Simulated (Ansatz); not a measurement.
## SiMoPt in the AlB2 type: lattice stability ahead of a resistivity run

Question: is the lattice of SiMoPt in the AlB2 type stable, and if so, what are its coupling constant and resistivity?

Program: Ansatz 0.2.0. Level of theory: DFT PBEsol, scalar-relativistic, plane waves, PAW. Results are calculated unless marked as measured.

The structure was built from a prototype and need not be the compound's stable phase.

## Step 1: Starting point

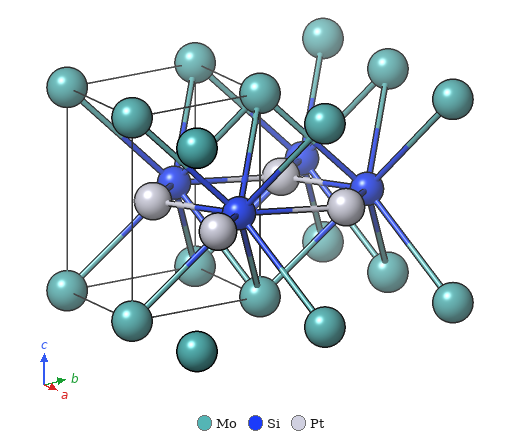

The cell as given, slightly off an axis (molybdenum teal, silicon blue, platinum light grey). 2×2×1 cells are drawn. Bonds to atoms that aren't drawn are left out. Some periodic images of atoms are drawn too.

## Step 2: Relaxing cell and atoms

The structure is brought to rest under this functional.

input.yaml reads:

```yaml
crystal:
  lattice:
    - [3.81996, 0.0, 0.0]
    - [-1.90998, 3.30818, 0.0]
    - [0.0, 0.0, 4.01096]
  atoms:
    - { symbol: Mo, position: [0.0, 0.0, 0.0] }
    - { symbol: Si, position: [0.33333333, 0.66666667, 0.5] }
    - { symbol: Pt, position: [0.66666667, 0.33333333, 0.5] }
kpoints:
  mp_grid: { grid: [9, 9, 8] }
hamiltonian:
  xc: pbesol
scf:
  occupations: { method: gaussian, width: 0.1 }
output:
  forces: true
  stress: true
  eigenvalues: true
relax:
  adjacent_minimum: "off"
  f_tol: 0.005
  max_steps: 80
  cell: { stress_tol: 0.05 }
```

The run is started by

```bash
ansatz run input.yaml --threads 4 --pin off --max-ram 10240MiB --backend cpu --events-out ev --progress --plain --runs-dir out
```

Numbers of over 12 decimals in the logs are rounded to 6 here.

Log:

```text
Engine: ansatz 0.2.0, aarch64-unknown-linux-gnu
Pseudopotentials: kind: paw
Pseudopotential: Mo, paw, valence charge 14, recommended cutoff 420 eV (normal), Mo.paw.azcp
Pseudopotential: Si, paw, valence charge 4, recommended cutoff 420 eV (normal), Si.paw.azcp
Pseudopotential: Pt, paw, valence charge 18, recommended cutoff 420 eV (normal), Pt.paw.azcp
Functional definition: PBEsol
  exchange = pbesol_x
  correlation = pbesol_c
Crystal: 3 atoms, lattice volume = 50.687 Å³
Basis set: ecut = 420 eV, 985 PW (Γ), exchange–correlation on 54×54×54 points (8 copies of the dense FFT grid, shifted against one another)
Bands: 22, of which v1, the nominal top of the filled ones, is band 18 counted from 1 (17 counted from 0)
Symmetry: 12 space group operations
Space group: P-6m2 (ITA 187), of the structure as read, at distance tolerance 3.7e-5 Å
k-points: 60 of 648 (time reversal used)
Non-local potential: Mo, projectors of the file, l = 0: 3, l = 1: 2, l = 2: 2, l = 3: 1
Non-local potential: Si, projectors of the file, l = 0: 2, l = 1: 2, l = 2: 2
Non-local potential: Pt, projectors of the file, l = 0: 3, l = 1: 2, l = 2: 2, l = 3: 1
PAW form: soft (Blöchl's): semilocal exchange-correlation on the pseudo side does not see the compensation charge
PAW frozen core: Mo, regenerated for the run's functional, and the local potential with it (the file was generated under x = pbe(κ = 0.804, μ = 0.219515), c = pbe(β = 0.066725))
PAW frozen core: Si, regenerated for the run's functional, and the local potential with it (the file was generated under x = pbe(κ = 0.804, μ = 0.219515), c = pbe(β = 0.066725))
PAW frozen core: Pt, regenerated for the run's functional, and the local potential with it (the file was generated under x = pbe(κ = 0.804, μ = 0.219515), c = pbe(β = 0.066725))
PAW one-centre angular grid: Mo, 590 points (default); XC on 64 Gauss nodes
PAW one-centre angular grid: Si, 110 points (default); XC on 64 Gauss nodes
PAW one-centre angular grid: Pt, 590 points (default); XC on 64 Gauss nodes
Initial density: superposition of atomic densities (neutral atoms: chi_scale 0, normalization atom), corrected by the library's trained network
Initial wavefunctions: pseudopotential atomic-orbital guess
Functional: x = pbesol(κ = 0.804, μ = 0.123457), c = pbesol(β = 0.046)
SCF iter   1: F=—  HF=-17902.559610 eV  |F-HF|=—  |Δ(HF+E_count)|=         —  Δρ=1.12e-2  dr2=4.71e-2  ethr=1.77e-3  ⟨swp⟩=5.1  Hψ=5781  notcnv=0
preconditioner: auto → Kerker (q_TF=auto, 2.577 Å⁻¹)  [metal: Δε(μ)=0.100 eV  Ē_g=6.043 eV  σ=0.100 eV  W_gap=0.44  n_scr=20 (ndim 8)  ℏωp=23.3 eV  f_vac=0.000  D(μ)=0.30/eV (n_scr^D=0)]
SCF iter   2: F=—  HF=-17902.550506 eV  |F-HF|=—  |Δ(HF+E_count)|=   9.10e-3  Δρ=5.52e-3  dr2=1.17e-2  ethr=1.31e-4  ⟨swp⟩=1.0  Hψ=1800  notcnv=0
SCF iter   3: F=—  HF=-17902.547672 eV  |F-HF|=—  |Δ(HF+E_count)|=   2.83e-3  Δρ=1.05e-3  dr2=5.80e-4  ethr=3.26e-5  ⟨swp⟩=2.0  Hψ=1846  notcnv=0
SCF iter   4: F=—  HF=-17902.547544 eV  |F-HF|=—  |Δ(HF+E_count)|=   1.28e-4  Δρ=2.15e-4  dr2=3.58e-5  ethr=1.61e-6  ⟨swp⟩=2.1  Hψ=1826  notcnv=0
SCF iter   5: F=—  HF=-17902.547559 eV  |F-HF|=—  |Δ(HF+E_count)|=   1.45e-5  Δρ=6.17e-5  dr2=2.02e-6  ethr=9.93e-8  ⟨swp⟩=2.0  Hψ=1881  notcnv=0
SCF iter   6: F=-17902.547558 eV  HF=-17902.547558 eV  |F-HF|=2.34e-8  |Δ(HF+E_count)|=   2.59e-7  Δρ=1.21e-5  dr2=7.35e-8  ethr=2.78e-10  ⟨swp⟩=3.0  Hψ=5547  notcnv=0
SCF 1 converged in 6 iterations: F = -17902.547558 eV  dr2 = 7.35e-8
  greatest PAW one-centre occupation: 1.000 electrons in one spin orbital (limit 2), on the Pt atom at site 2 (counted from 0), in its partial waves of l = 0
relax step   1: F+E_penalty+E_count = -17902.54755834 eV  Δ(F+E_penalty+E_count) = +0.000e0 eV  max|allowed force component| = 1.234e-16 eV/Å  Δτ_max = 0.0000 Å  P = -7.641 GPa  Ω = 50.687 Å³  (6 SCF iters, dr2 threshold 1.00e-7 eV, accepted)
Crystal: 3 atoms, lattice volume = 48.468 Å³
Basis set: ecut = 420 eV, 913 PW (Γ), exchange–correlation on 54×54×54 points (8 copies of the dense FFT grid, shifted against one another)
Initial density: handed on by an earlier stage of this run
Initial wavefunctions: those handed on with the density
iter 1 solved again at ethr=3.99e-5 eV; its pass at ethr=3.10e-3 eV (dr2=1.44e-2 eV) is discarded
SCF iter   1: F=—  HF=-17902.892763 eV  |F-HF|=—  |Δ(HF+E_count)|=         —  Δρ=5.42e-3  dr2=1.35e-2  ethr=3.99e-5  ⟨swp⟩=1.8  Hψ=7554  notcnv=0
preconditioner: auto → Kerker (q_TF=auto, 2.596 Å⁻¹)  [metal: Δε(μ)=0.073 eV  Ē_g=6.243 eV  σ=0.100 eV  W_gap=0.38  n_scr=20 (ndim 8)  ℏωp=23.9 eV  f_vac=0.000  D(μ)=0.25/eV (n_scr^D=0)]
SCF iter   2: F=—  HF=-17902.890644 eV  |F-HF|=—  |Δ(HF+E_count)|=   2.12e-3  Δρ=3.08e-3  dr2=4.22e-3  ethr=3.75e-5  ⟨swp⟩=1.0  Hψ=1320  notcnv=0
SCF iter   3: F=—  HF=-17902.889807 eV  |F-HF|=—  |Δ(HF+E_count)|=   8.37e-4  Δρ=4.30e-4  dr2=9.31e-5  ethr=1.17e-5  ⟨swp⟩=2.0  Hψ=1851  notcnv=0
SCF iter   4: F=—  HF=-17902.889804 eV  |F-HF|=—  |Δ(HF+E_count)|=   2.72e-6  Δρ=9.03e-5  dr2=5.60e-6  ethr=2.58e-7  ⟨swp⟩=2.4  Hψ=2071  notcnv=0
SCF iter   5: F=—  HF=-17902.889803 eV  |F-HF|=—  |Δ(HF+E_count)|=   1.33e-6  Δρ=3.55e-5  dr2=9.34e-7  ethr=1.56e-8  ⟨swp⟩=2.0  Hψ=1937  notcnv=0
SCF iter   6: F=-17902.889803 eV  HF=-17902.889803 eV  |F-HF|=1.35e-8  |Δ(HF+E_count)|=   1.96e-7  Δρ=7.29e-6  dr2=2.99e-8  ethr=8.33e-10  ⟨swp⟩=5.1  Hψ=5005  notcnv=0
SCF 2 converged in 6 iterations: F = -17902.889803 eV  dr2 = 2.99e-8
relax step   2: F+E_penalty+E_count = -17902.88980259 eV  Δ(F+E_penalty+E_count) = -3.422e-1 eV  max|allowed force component| = 1.357e-16 eV/Å  Δτ_max = 0.0000 Å  P = -3.042 GPa  Ω = 48.468 Å³  energy of the carried Pulay correction = +5.259e-4 eV  (6 SCF iters, dr2 threshold 3.00e-7 eV, accepted)
Crystal: 3 atoms, lattice volume = 47.172 Å³
Basis set: ecut = 420 eV, 925 PW (Γ), exchange–correlation on 54×54×54 points (8 copies of the dense FFT grid, shifted against one another)
iter 1 solved again at ethr=1.79e-5 eV; its pass at ethr=3.10e-3 eV (dr2=6.43e-3 eV) is discarded
SCF iter   1: F=—  HF=-17903.152710 eV  |F-HF|=—  |Δ(HF+E_count)|=         —  Δρ=4.95e-3  dr2=6.30e-3  ethr=1.79e-5  ⟨swp⟩=1.4  Hψ=7884  notcnv=0
preconditioner: auto → Kerker (q_TF=auto, 2.608 Å⁻¹)  [metal: Δε(μ)=0.022 eV  Ē_g=6.307 eV  σ=0.100 eV  W_gap=0.12  n_scr=20 (ndim 8)  ℏωp=24.2 eV  f_vac=0.000  D(μ)=1.06/eV (n_scr^D=8)]
SCF iter   2: F=—  HF=-17903.152129 eV  |F-HF|=—  |Δ(HF+E_count)|=   5.81e-4  Δρ=2.86e-3  dr2=2.27e-3  ethr=1.75e-5  ⟨swp⟩=1.0  Hψ=1320  notcnv=0
[...]
relax step   5: F+E_penalty+E_count = -17903.50211825 eV  Δ(F+E_penalty+E_count) = -1.617e-1 eV  max|allowed force component| = 1.727e-16 eV/Å  Δτ_max = 0.0000 Å  P = -0.974 GPa  Ω = 45.014 Å³  energy of the carried Pulay correction = +1.267e-3 eV  (6 SCF iters, dr2 threshold 3.00e-7 eV, accepted)
relax step   6: F+E_penalty+E_count = -17903.63378692 eV  Δ(F+E_penalty+E_count) = -1.317e-1 eV  max|allowed force component| = 8.288e-17 eV/Å  Δτ_max = 0.0000 Å  P = +3.215 GPa  Ω = 43.407 Å³  energy of the carried Pulay correction = +1.676e-3 eV  (6 SCF iters, dr2 threshold 3.00e-7 eV, accepted)
relax step   7: F+E_penalty+E_count = -17903.78066193 eV  Δ(F+E_penalty+E_count) = -1.469e-1 eV  max|allowed force component| = 1.789e-16 eV/Å  Δτ_max = 0.0000 Å  P = -0.234 GPa  Ω = 43.159 Å³  energy of the carried Pulay correction = +1.654e-3 eV  (6 SCF iters, dr2 threshold 3.00e-7 eV, accepted)
relax step   8: F+E_penalty+E_count = -17903.78210660 eV  Δ(F+E_penalty+E_count) = -1.445e-3 eV  max|allowed force component| = 2.251e-16 eV/Å  Δτ_max = 0.0000 Å  P = -0.053 GPa  Ω = 43.062 Å³  energy of the carried Pulay correction = +1.675e-3 eV  (6 SCF iters, dr2 threshold 3.00e-7 eV, accepted)
relax step   9: F+E_penalty+E_count = -17903.78211223 eV  Δ(F+E_penalty+E_count) = -5.628e-6 eV  max|allowed force component| = 3.547e-17 eV/Å  Δτ_max = 0.0000 Å  P = +0.001 GPa  Ω = 43.051 Å³  energy of the carried Pulay correction = +1.679e-3 eV  (6 SCF iters, dr2 threshold 1.32e-8 eV, accepted)
relax step  10: F+E_penalty+E_count = -17903.78573022 eV  Δ(F+E_penalty+E_count) = -3.618e-3 eV  max|allowed force component| = 4.780e-17 eV/Å  Δτ_max = 0.0000 Å  P = +0.164 GPa  Ω = 43.051 Å³  stress off target by 2.59e-1 GPa  SCF on the basis re-selected at this cell (its energy is not comparable with the rows above)  (6 SCF iters)
relax step  11: F+E_penalty+E_count = -17903.78577273 eV  Δ(F+E_penalty+E_count) = -4.251e-5 eV  max|allowed force component| = 1.727e-16 eV/Å  Δτ_max = 0.0000 Å  P = +0.013 GPa  Ω = 43.067 Å³  energy of the carried Pulay correction = -6.011e-6 eV  (6 SCF iters, dr2 threshold 1.68e-7 eV, accepted)
iter 1 solved again at ethr=5.61e-8 eV; its pass at ethr=3.10e-3 eV (dr2=2.02e-5 eV) is discarded
SCF iter   1: F=—  HF=-17903.785783 eV  |F-HF|=—  |Δ(HF+E_count)|=         —  Δρ=2.95e-6  dr2=8.65e-10  ethr=5.61e-8  ⟨swp⟩=3.0  Hψ=8935  notcnv=0
eigensolver tolerance schedule: the retry pair's looser diagonalisation over-reported the residual by 23368.03 of it (diagonalisation noise at 0.73 of the residual, at the tolerance the schedule requests for it); recorded, not acted on — ethr = c·dr2/N_el stays at c = 1.0e-1
preconditioner: auto → none  [metal: Δε(μ)=0.011 eV  Ē_g=6.608 eV  σ=0.100 eV  W_gap=0.06  n_scr=8 (ndim 8)  ℏωp=25.3 eV  f_vac=0.000  D(μ)=4.30/eV (n_scr^D=56)]
SCF iter   2: F=—  HF=-17903.785783 eV  |F-HF|=—  |Δ(HF+E_count)|=   4.96e-7  Δρ=1.28e-6  dr2=2.93e-10  ethr=2.40e-12  ⟨swp⟩=3.1  Hψ=3086  notcnv=0
SCF iter   3: F=—  HF=-17903.785783 eV  |F-HF|=—  |Δ(HF+E_count)|=  1.46e-11  Δρ=6.98e-7  dr2=5.09e-11  ethr=1.00e-12  ⟨swp⟩=1.0  Hψ=1320  notcnv=0
iter 4 did not close the SCF: its close was put off for the readings that it lacked (scf_convergence_deferred on its scf_iter line)
SCF iter   4: F=-17903.785783 eV  HF=-17903.785783 eV  |F-HF|=0.00e0  |Δ(HF+E_count)|=  1.46e-11  Δρ=1.00e-7  dr2=3.72e-12  ethr=1.00e-12  ⟨swp⟩=1.0  Hψ=1320  notcnv=0
iter 5 did not close the SCF: its close was put off for the readings that it lacked (scf_convergence_deferred on its scf_iter line)
SCF iter   5: F=-17903.785783 eV  HF=-17903.785783 eV  |F-HF|=7.28e-12  |Δ(HF+E_count)|=  7.28e-12  Δρ=2.40e-8  dr2=8.38e-14  ethr=1.00e-12  ⟨swp⟩=1.0  Hψ=1320  notcnv=0
iter 6 did not close the SCF: its close was put off for the readings that it lacked (scf_convergence_deferred on its scf_iter line)
SCF iter   6: F=-17903.785783 eV  HF=-17903.785783 eV  |F-HF|=3.64e-12  |Δ(HF+E_count)|=  3.64e-12  Δρ=7.56e-9  dr2=1.28e-14  ethr=1.00e-12  ⟨swp⟩=1.0  Hψ=1320  notcnv=0
iter 7 did not close the SCF: its close was put off for the readings that it lacked (scf_convergence_deferred on its scf_iter line)
SCF iter   7: F=-17903.785783 eV  HF=-17903.785783 eV  |F-HF|=3.64e-12  |Δ(HF+E_count)|=  3.64e-12  Δρ=1.62e-9  dr2=9.63e-16  ethr=1.00e-12  ⟨swp⟩=1.0  Hψ=1320  notcnv=0
SCF iter   8: F=-17903.785783 eV  HF=-17903.785783 eV  |F-HF|=0.00e0  |Δ(HF+E_count)|=  7.28e-12  Δρ=2.64e-10  dr2=2.18e-17  ethr=1.00e-12  ⟨swp⟩=1.8  Hψ=3066  notcnv=0
SCF 12 converged in 8 iterations: F = -17903.785783 eV  dr2 = 2.18e-17
relax step  12: F+E_penalty+E_count = -17903.78578317 eV  Δ(F+E_penalty+E_count) = -1.044e-5 eV  max|allowed force component| = 1.758e-16 eV/Å  Δτ_max = 0.0000 Å  P = +0.013 GPa  Ω = 43.067 Å³  stress off target by 2.08e-2 GPa  SCF on the basis re-selected at this cell (its energy is not comparable with the rows above)  (8 SCF iters)
basis re-selected at this cell: Δ(F+E_penalty+E_count) = -1.044e-5 eV, ΔP = -0.000 GPa vs the last step (what re-selecting the basis moved, of the pressure what is left beyond the Pulay correction that the steps carried, after the strain that the cell walked since its last selection, with what the two solves' SCF thresholds leave and, on support functions, any second-order correction that the steps lacked; it is no m [...]
SCF converged after 8 iterations
Free energy (F): -17903.785783 eV
Harris-Foulkes:  -17903.785783 eV  (|F-HF|=0.00e0)
Internal energy: -17903.764293 eV  (E = F + TS)
E sigma→0 (E₀):  -17903.775038 eV
Entropy (-TS):   -0.021490 eV (-7.163 meV/atom)
Fermi energy:    19.838516 eV
--- Per-component energies (eV) ---
  E_band       = -232.445421
  E_kinetic    = 1125.688639
  E_local      = -2896.447175  (includes V_loc(G=0)·N_el)
  E_nonlocal   = 371.206197
  E_hartree    = 1093.977984
  E_xc         = -500.612369
  E_vxc        = -581.957541  (∫ρ·V_xc dr)
  E_paw        = -12959.071939  (= ΣΔE_a)
  E_vpaw       = -438.891737  (= ΣTr[D̂ρ^β])
  E_aug_tail   = 0.000226  (compensation charges beyond the density's cutoff)
  E_ewald      = -4139.033698
  E_core_change = 0.527841  (= ΣΔE_core)
  E_smearing   = -0.021490  (= −TS)
  E_closure    = 0.000000  (closes the sum)
  Σ components = -17903.785783   (vs F -17903.785783, Δ=0.00e0)
--- Forces (eV/Å), atoms counted from 1 ---
  atom   1  Mo     0.00000000    -0.00000000     0.00000000
  atom   2  Si     0.00000000    -0.00000000     0.00000000
  atom   3  Pt     0.00000000    -0.00000000     0.00000000
  max |Σ_I F_I| component: 3.61e-16 eV/Å
--- Stress (GPa, compression-positive) ---
        0.020805       0.000000       0.000000
        0.000000       0.020805       0.000000
        0.000000       0.000000      -0.003241
  P = ⅓ Tr σ = 0.0128 GPa (0.128 kbar)
--- Band table (eV; the first three rows and the last of 60) ---
  k-point 0: bands = [... 14 lower, 16.7108, 17.0198, 17.0198, 20.9852, 20.9852, 21.0050, 23.9311, 23.9311]
  k-point 1: bands = [... 14 lower, 17.1993, 17.6393, 17.6393, 20.6067, 20.6067, 21.1086, 23.2217, 24.7006]
  k-point 2: bands = [... 14 lower, 18.2478, 18.2478, 18.3812, 20.2424, 20.2424, 21.1052, 21.8620, 24.6715]
  k-point 59: bands = [... 14 lower, 16.5760, 17.8774, 18.1191, 19.1841, 21.0850, 21.6718, 22.2124, 22.3546]
--- Relaxed structure (10 steps of the walk, 10 accepted, 2 SCFs on fresh bases) ---
  F+E_penalty+E_count = -17903.78578317 eV   max|allowed force component| = 1.758e-16 eV/Å   (the final SCF, on the basis selected at the relaxed cell)
  cell:  # Å, volume = 43.0674 Å³
    - [4.200669, 0, 0.0]
    - [-2.100335, 3.637886, 0.0]
    - [0.0, 0.0, 2.818257]
  atoms:
    - { symbol: Mo, position: [0, 0, 0.0] }
    - { symbol: Si, position: [0.333333, 0.666667, 0.500000] }
    - { symbol: Pt, position: [0.666667, 0.333333, 0.500000] }
```

Elapsed: 18 s, on 4 threads of Arm Neoverse V2, shared host; peak memory 0.45 GiB; 67 s of CPU time.

Relaxation path:

| step | energy less that of the first step (eV) | largest force component (eV/Å) | pressure (GPa) | volume (Å³) |
| --- | --- | --- | --- | --- |
| 1 | 0.0000 | 0.0000 | -7.64 | 50.69 |
| 2 | -0.3422 | 0.0000 | -3.04 | 48.47 |
| 3 | -0.6042 | 0.0000 | -1.76 | 47.17 |
| 4 | -0.7928 | 0.0000 | 0.23 | 45.82 |
| 5 | -0.9546 | 0.0000 | -0.97 | 45.01 |
| 6 | -1.0862 | 0.0000 | 3.22 | 43.41 |
| 7 | -1.2331 | 0.0000 | -0.23 | 43.16 |
| 8 | -1.2345 | 0.0000 | -0.05 | 43.06 |
| 9 | -1.2346 | 0.0000 | 0.00 | 43.05 |
| 10* | -1.2382 | 0.0000 | 0.16 | 43.05 |
| 11 | -1.2382 | 0.0000 | 0.01 | 43.07 |
| 12* | -1.2382 | 0.0000 | 0.01 | 43.07 |

Relaxation steps marked * repeat the geometry before them on a plane-wave basis chosen anew for their cell, so energy and pressure can jump there.

Forces are held to the 12 operations that the run works with; a distortion that breaks them can't arise in this run.

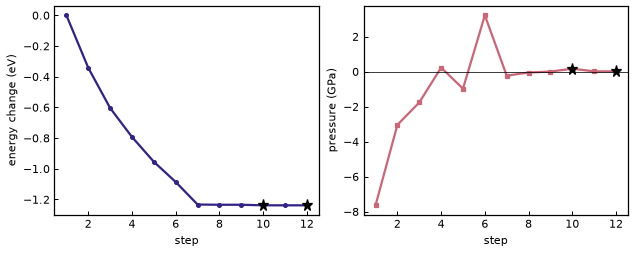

Energy and pressure along the relaxation. Stars mark steps on a basis chosen anew.

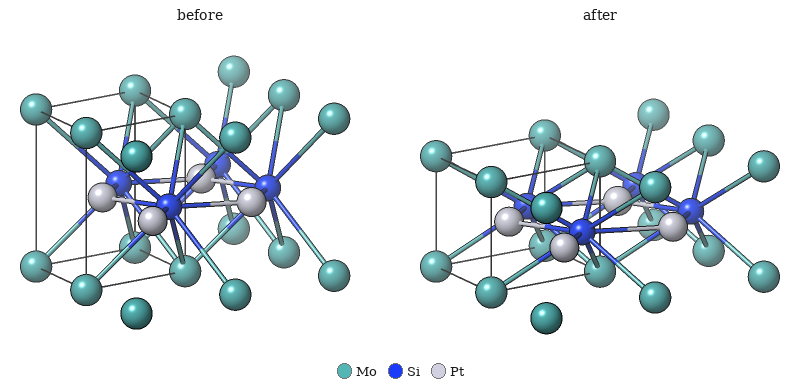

The structure before and after the relaxation, drawn at the same scale. Bonds to atoms that aren't drawn are left out.

| cell as run | before | after | change |
| --- | --- | --- | --- |
| a (Å) | 3.820 | 4.201 | +10.0 % |
| b (Å) | 3.820 | 4.201 | +10.0 % |
| c (Å) | 4.011 | 2.818 | -29.7 % |
| volume (Å³/atom) | 16.90 | 14.36 | -15.0 % |

Final coordinates:

```xyz
3
Lattice="4.2007 0.0000 0.0000 -2.1003 3.6379 0.0000 0.0000 0.0000 2.8183" Properties=species:S:1:pos:R:3 pbc="T T T"
Mo    0.0000    0.0000    0.0000
Si    0.0000    2.4253    1.4091
Pt    2.1003    1.2126    1.4091
```

This step gave:

| Property | Result |
| --- | --- |
| pressure | 0.01279 GPa |
| volume per atom | 14.36 Å³ |
| metallic on mesh | yes |
| gap on the k-mesh | 0 eV |

The largest force is now zero by symmetry and the largest stress component 0.021 GPa.

## Step 3: Relaxing cell and atoms

The relaxation is repeated from the new cell as a check.

input.yaml, the sections that differ from step 2:

```yaml
crystal:
  lattice:
    - [4.2006694717, 0.0, 0.0]
    - [-2.1003347359, 3.6378864754, 0.0]
    - [0.0, 0.0, 2.8182566417]
  atoms:
    - { symbol: Mo, position: [0.0, 0.0, 0.0] }
    - { symbol: Si, position: [0.3333333333, 0.6666666667, 0.5] }
    - { symbol: Pt, position: [0.6666666667, 0.3333333333, 0.5] }
kpoints:
  mp_grid: { grid: [9, 9, 10] }
# hamiltonian, scf, output, relax: as in step 2
```

Log:

```text
[the first part of the log is left out]
  E_paw        = -12959.068069  (= ΣΔE_a)
  E_vpaw       = -438.886733  (= ΣTr[D̂ρ^β])
  E_aug_tail   = 0.000226  (compensation charges beyond the density's cutoff)
  E_ewald      = -4139.111233
  E_core_change = 0.527841  (= ΣΔE_core)
  E_smearing   = -0.019240  (= −TS)
  E_closure    = -0.000000  (closes the sum)
  Σ components = -17903.787655   (vs F -17903.787655, Δ=0.00e0)
[...]
--- Stress (GPa, compression-positive) ---
       -0.000211       0.000000       0.000000
       -0.000000      -0.000211       0.000000
        0.000000       0.000000       0.000009
  P = ⅓ Tr σ = -0.0001 GPa (-0.001 kbar)
--- Band table (eV; the first three rows and the last of 72) ---
[...]
--- Relaxed structure (4 steps of the walk, 3 accepted, 1 SCFs on fresh bases) ---
[...]
cell:  # Å, volume = 43.0586 Å³
    - [4.202062, 2.8876999638850506e-11, 0.0]
    - [-2.101031, 3.639092, 0.0]
    - [0.0, 0.0, 2.815816]
  atoms:
    - { symbol: Mo, position: [0, 0, 0.0] }
    - { symbol: Si, position: [0.333333, 0.666667, 0.500000] }
    - { symbol: Pt, position: [0.666667, 0.333333, 0.500000] }
```

It took 8.4 s on 4 threads; peak memory 0.43 GiB; 31 s of CPU time.

Little changed from the start: no atom moved by 0.005 Å and no cell edge by 0.1 %.

Numbers from this step:

| Item | Value |
| --- | --- |
| pressure | -1.37e-4 GPa |
| volume per atom | 14.35 Å³ |

The largest force is now zero by symmetry and the largest stress component 2.1e-4 GPa.

## Step 4: Relaxing tightly for phonons

No force is left; the cell is relaxed once more with another smearing and tight thresholds.

input.yaml, the sections that differ from step 3:

```yaml
crystal:
  lattice:
    - [4.2020617375, 0.0, 0.0]
    - [-2.1010308688, 3.6390922129, 0.0]
    - [0.0, 0.0, 2.815816328]
  atoms:
    - { symbol: Mo, position: [0.0, 0.0, 0.0] }
    - { symbol: Si, position: [0.3333333333, 0.6666666667, 0.5] }
    - { symbol: Pt, position: [0.6666666667, 0.3333333333, 0.5] }
scf:
  occupations: { method: methfessel_paxton, width: 0.2 }
relax:
  adjacent_minimum: "off"
  f_tol: 0.001
  max_steps: 60
  cell: { stress_tol: 0.01 }
# kpoints, hamiltonian, output: as in step 3
```

Log:

```text
[the first part of the log is left out]
  E_paw        = -12959.062901  (= ΣΔE_a)
  E_vpaw       = -438.880177  (= ΣTr[D̂ρ^β])
  E_aug_tail   = 0.000226  (compensation charges beyond the density's cutoff)
  E_ewald      = -4139.533008
  E_core_change = 0.527841  (= ΣΔE_core)
  E_smearing   = -0.006446  (= −TS)
  E_closure    = -0.000000  (closes the sum)
  Σ components = -17903.778828   (vs F -17903.778828, Δ=0.00e0)
[...]
--- Stress (GPa, compression-positive) ---
        0.001123      -0.000000       0.000000
       -0.000000       0.001123      -0.000000
        0.000000      -0.000000      -0.002193
  P = ⅓ Tr σ = 0.0000 GPa (0.000 kbar)
--- Band table (eV; the first three rows and the last of 72) ---
[...]
--- Relaxed structure (4 steps of the walk, 4 accepted, 1 SCFs on fresh bases) ---
[...]
cell:  # Å, volume = 43.0407 Å³
    - [4.202723, 2.887217553402364e-11, 0]
    - [-2.101362, 3.639665, 0]
    - [0, 0, 2.813760]
  atoms:
    - { symbol: Mo, position: [0, 0, 0.0] }
    - { symbol: Si, position: [0.333333, 0.666667, 0.5] }
    - { symbol: Pt, position: [0.666667, 0.333333, 0.5] }
```

Wall time 7.2 s (4 threads); peak memory 0.43 GiB.

Little changed from the start: no atom moved by 0.005 Å and no cell edge by 0.1 %.

This step gave:

| Quantity | Value |
| --- | --- |
| pressure | 1.76e-5 GPa |

The largest force is now zero by symmetry and the largest stress component 0.0022 GPa, small enough for phonons.

[end of part 1 of 3]

[Logs are printed without paths, hosts, clocks, repeated set-up lines and the standing remarks that a program may print on its own settings, such as how far it seeks lower states.]

[Hosts, paths, dates, database ids (printed as entryN), source tags and the programs' standing remarks are cut or masked in the printed files.]
